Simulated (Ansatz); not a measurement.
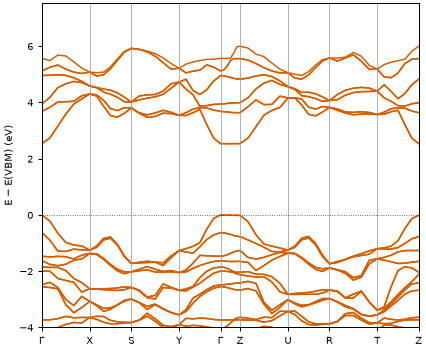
Figure: Band structure from r²SCAN+D4 with spin–orbit coupling (plane waves, PAW; program Ansatz)

The gap is 2.54 eV; an edge lies off the plotted path or next to a special point (maximum at Γ, minimum on the Γ–Z line, 2 % of the way from Γ).

The material is HfBrN in space group Pmmn (No. 59; Hf on 2b, Br on 2a, N on 2a).

The first step of the workflow began from a Materials Project structure, measured or hypothetical; the Crystallography Open Database files this formula in space group No. 59, but the cells were not matched. Whether it is the stable phase at ambient conditions was not checked. The cell was relaxed with r²SCAN+D4 under the symmetry of its start; whether a distortion lowers the energy is not shown. The run is not spin-polarised.

Potentials: the later of the program's two PAW sets.
